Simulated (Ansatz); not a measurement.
```cif
data_structure
_symmetry_space_group_name_H-M 'P 1'
_symmetry_Int_Tables_number 1
_cell_length_a 6.1713
_cell_length_b 6.1713
_cell_length_c 18.8540
_cell_angle_alpha 90.000
_cell_angle_beta 90.000
_cell_angle_gamma 120.000
_cell_volume 621.86
loop_
_atom_site_label
_atom_site_type_symbol
_atom_site_fract_x
_atom_site_fract_y
_atom_site_fract_z
_atom_site_occupancy
Pd1 Pd 0.00000 0.00000 0.66665 1
Pd2 Pd 0.33333 0.66667 0.33331 1
Pd3 Pd 0.66667 0.33333 0.99998 1
Pd4 Pd 0.66667 0.33333 0.66669 1
Pd5 Pd 0.00000 0.00000 0.33335 1
Pd6 Pd 0.33333 0.66667 0.00002 1
Pt1 Pt 0.33333 0.66667 0.66667 1
Pt2 Pt 0.66667 0.33333 0.33333 1
Pt3 Pt 0.00000 0.00000 0.00000 1
S1 S 0.66692 0.99994 0.93447 1
S2 S 0.00025 0.66661 0.60114 1
S3 S 0.33359 0.33328 0.26780 1
S4 S 0.33302 0.33308 0.93447 1
S5 S 0.66636 0.99975 0.60114 1
S6 S 0.99969 0.66641 0.26780 1
S7 S 0.00006 0.66698 0.93447 1
S8 S 0.33339 0.33364 0.60114 1
S9 S 0.66672 0.00031 0.26780 1
S10 S 0.66641 0.66672 0.73220 1
S11 S 0.99975 0.33339 0.39886 1
S12 S 0.33308 0.00006 0.06553 1
S13 S 0.33328 0.99969 0.73220 1
S14 S 0.66661 0.66636 0.39886 1
S15 S 0.99994 0.33302 0.06553 1
S16 S 0.00031 0.33359 0.73220 1
S17 S 0.33364 0.00025 0.39886 1
S18 S 0.66698 0.66692 0.06553 1
```

Space group R-3; a structure generated by program, which may or may not match a known phase.

All numbers below come from DFT r2SCAN, scalar-relativistic, plane waves, PAW in Ansatz 0.2.0.

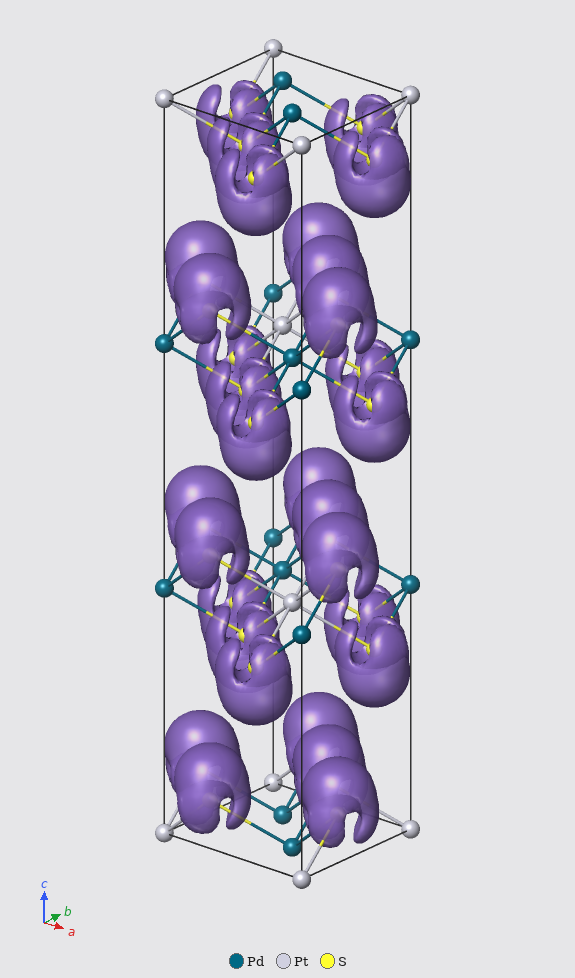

Pd₂PtS₆. Isosurface of the electron localisation function at 0.8 (purple), seen at an oblique angle. Core shells and regions of very low density are left out. Sticks mark near contacts.

Core electrons are frozen (PAW), and the valence fields are smoothed inside the atomic spheres.

**Where are the electrons localised?**

The ELF exceeds this value in 18 regions wrapped around S (the valence shell of each), counted in one cell of 27 atoms. Regions shared between cells count once. Profiles from the grid: Pt–S (2.40 Å): the ELF peaks at about 0.90 in the valence shell of S, 0.8 Å from its nucleus, and is about 0.50 at the midpoint. Pd–S (2.40 Å): the ELF peaks at about 0.90 in the valence shell of S, 0.8 Å from its nucleus, and is about 0.45 at the midpoint.
